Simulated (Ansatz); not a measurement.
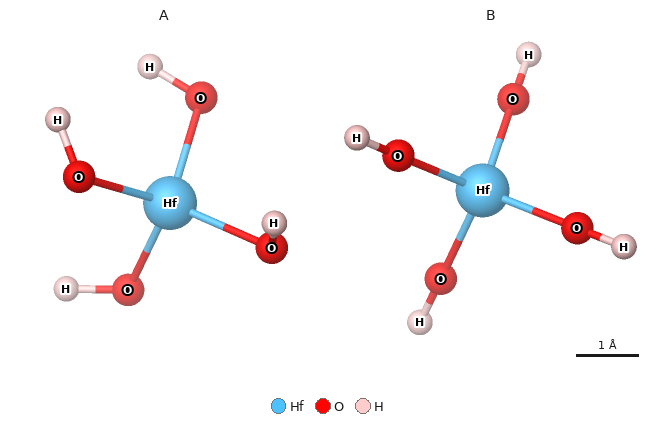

Two geometries of HfH4O4, drawn at one scale. One is the start of a relaxation, the other its converged end. The picture is a ball-and-stick view, seen from a free direction.

All numbers below come from RKS B3LYP-D4/def2-SVP in Ansatz 0.2.0. (no spin polarisation; force threshold 0.02 eV/Å; at most 40 steps)

Which one is relaxed?

Answer. Structure B is the relaxed one. The run prepares the start of a later molecular dynamics calculation, from a guessed geometry. The energy falls by 28.8 kcal/mol in 8 geometry steps. Largest force component: 2.5 eV/Å at the start, 0.0041 eV/Å at the end. An H atom moves most after the best rigid fit: 0.94 Å. Largest moves by element: H 0.94 Å, O 0.48 Å, Hf 0.32 Å. Among the contacts that change: Hf–O 2.070 → 1.940 Å, H–O 1.010 → 0.956 Å. Bond angles that change, for instance: Hf–O–H 109.5° → 179.5°, Hf–O–H 109.5° → 179.4°, Hf–O–H 109.5° → 179.2°.
